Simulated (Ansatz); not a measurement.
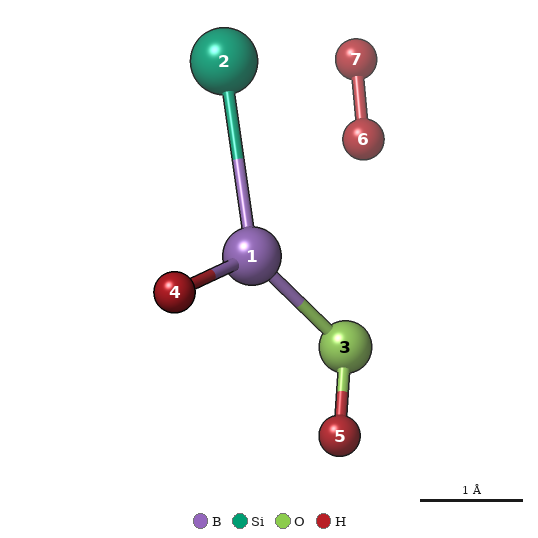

Orthographic view. Atoms fade into the background with distance from the viewer. The species is neutral and a spin doublet. The geometry was computed by an optimisation with PBE-D4/def2-SVP. No frequency run is at hand to confirm it as a minimum.

Give the distance matrix in Å.

```
atom    B1   Si2    O3    H4    H5    H6    H7
  B1  0.00                                    
 Si2  2.02  0.00                              
  O3  1.38  3.05  0.00                        
  H4  1.23  2.76  2.25  0.00                  
  H5  1.97  3.89  0.98  2.36  0.00            
  H6  2.22  1.84  2.30  3.42  3.28  0.00      
  H7  2.87  1.81  3.14  4.00  4.11  0.85  0.00
```
